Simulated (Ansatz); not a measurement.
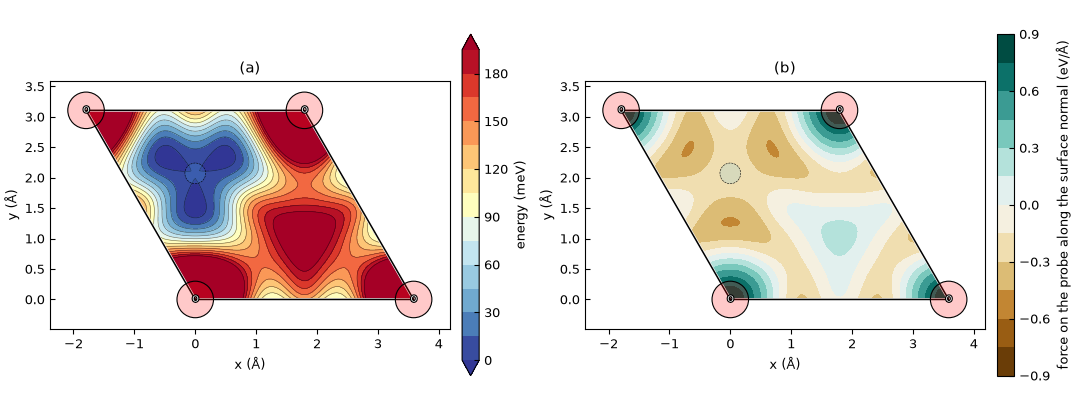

Cl on a HfO₂(111) slab cut from the Fm-3m phase, its upper half relaxed before the scan (6 atoms of substrate and one adsorbate in a 1 × 1 cell). Cl is moved over the surface cell at a fixed height above a rigid substrate; the origin of the map has the adsorbate above O6; the height is held at 2.20 Å. Places are given modulo a cell vector. The map is drawn in real space over the plane of the surface. The scan uses a 6 × 6 grid; 10 points were computed and 26 follow by symmetry. All energies are given in meV relative to the lowest grid point. With one adsorbate in each 1 × 1 cell, its nearest image is 3.6 Å away, so neighbouring adsorbates interact. At a fixed height the lowest place need not be the adsorption site. Theory: Ansatz 0.2.0, DFT PBE+D3(BJ), scalar-relativistic, plane waves, PAW. Settings: cutoff 420 eV, k-mesh 9×9×1, gaussian smearing 0.05 eV, spin-polarised.

Panel (a) is the energy and panel (b) the computed force on the probe along the surface normal on the same grid.

Drawn: filled contours, labelled circles for the atoms of the top layer and small ones for the second layer, the outline of one cell of the plane, one colour for all values above the top of the scale. Between grid points the surface is interpolated.

### How does the force on the probe along the surface normal vary over the map, and what is it at the lowest grid point?

It runs from −0.36 eV/Å at (1/6, 2/6) of the cell vectors [nearest 1 O at 2.43 Å] to 0.83 eV/Å at the top site over a surface O atom, (0/6, 0/6) of the cell vectors. At the lowest grid point, a threefold hollow over a second-layer Hf atom, (2/6, 4/6) of the cell vectors, it is −0.19 eV/Å.

| second ↓, first → | 0/6 | 1/6 | 2/6 | 3/6 | 4/6 | 5/6 |
| --- | --- | --- | --- | --- | --- | --- |
| 5/6 | 0.29 | −0.36 | −0.32 | −0.32 | −0.36 | 0.29 |
| 4/6 | −0.33 | −0.32 | −0.19 | −0.32 | −0.33 | −0.16 |
| 3/6 | −0.02 | −0.32 | −0.32 | −0.02 | −0.03 | −0.03 |
| 2/6 | −0.33 | −0.36 | −0.33 | −0.03 | 0.22 | −0.03 |
| 1/6 | 0.29 | 0.29 | −0.16 | −0.03 | −0.03 | −0.16 |
| 0/6 | 0.83 | 0.29 | −0.33 | −0.02 | −0.33 | 0.29 |

PAW datasets: the set soft_1.
